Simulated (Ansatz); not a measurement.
Consider H₅NSi₂···HCl.

The calculation's input:

```
crystal:
  periodic: [false, false, false]
  atoms:
    - { symbol: Si, position_ang: [0.2606, 0.7122, 0.2049] }
    - { symbol: Cl, position_ang: [2.0826, 0.0122, -1.3405] }
    - { symbol: "N", position_ang: [-0.2038, 1.5798, -1.1552] }
    - { symbol: H, position_ang: [0.7927, 1.0757, -1.885] }
    - { symbol: H, position_ang: [1.0349, 1.546, 1.1286] }
    - { symbol: Si, position_ang: [-0.555, -1.3022, 1.0129] }
    - { symbol: H, position_ang: [-1.1121, 1.6454, -1.5832] }
    - { symbol: H, position_ang: [0.2845, -1.8813, 2.0674] }
    - { symbol: H, position_ang: [-1.8882, -1.0816, 1.5937] }
    - { symbol: H, position_ang: [-0.6963, -2.3062, -0.0437] }
basis:
  gaussian: { orbitals: "6-31G*" }
hamiltonian:
  xc: pbe0
relax:
  f_tol: 0.15
  max_steps: 25
  restrain:
    - { distance: [3, 1], at: 1.33, k: 30.0 }
    - { distance: [0, 1], at: 3.43, k: 30.0 }
    - { distance: [3, 2], at: 2.32, k: 30.0 }
output:
  orbitals: {}
```

Launched as:

```sh
ansatz run input.yaml --threads 2 --pin off --max-ram 3072MiB --backend cpu --events-out ev --progress --plain --runs-dir out
```

The fields are those of the relaxed geometry.

The calculation used RKS PBE0/6-31G* in Ansatz.

### What can the converged electron density and electron localisation function tell about the bonding?

Si–N (1.61 Å): the density is about 1.3 e/Å³ at the midpoint; the ELF peaks at about 0.85 between the atoms; a polar covalent bond.
Si–Si (2.35 Å): ρ at the midpoint is about 0.62 e/Å³; the ELF peaks at about 1 between the atoms; a covalent bond.
N–H (1.01 Å): ρ at the midpoint is about 2.8 e/Å³; the ELF climbs to about 1 towards the hydrogen, as it does in any bond to H: an ordinary covalent bond to hydrogen.
Si–H (1.48 Å): the density is about 0.79 e/Å³ at the midpoint; the ELF climbs to about 1 towards the hydrogen.

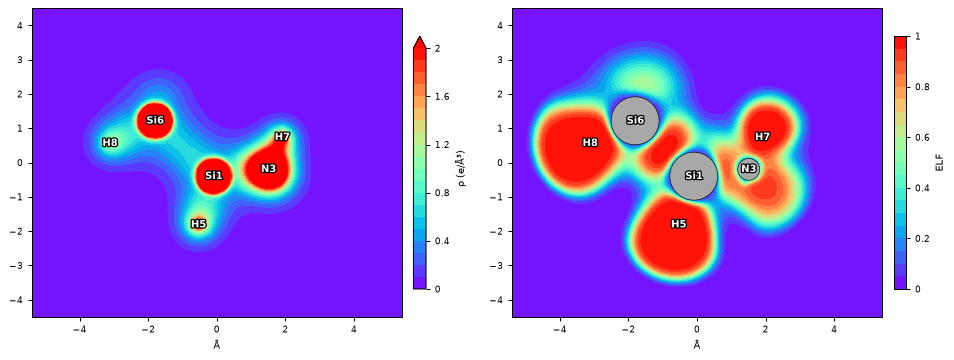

Computed electron density and electron localisation function on the plane of atoms N3, Si1 and Si6, in this order. Grey discs cover the atomic cores in the ELF map. 
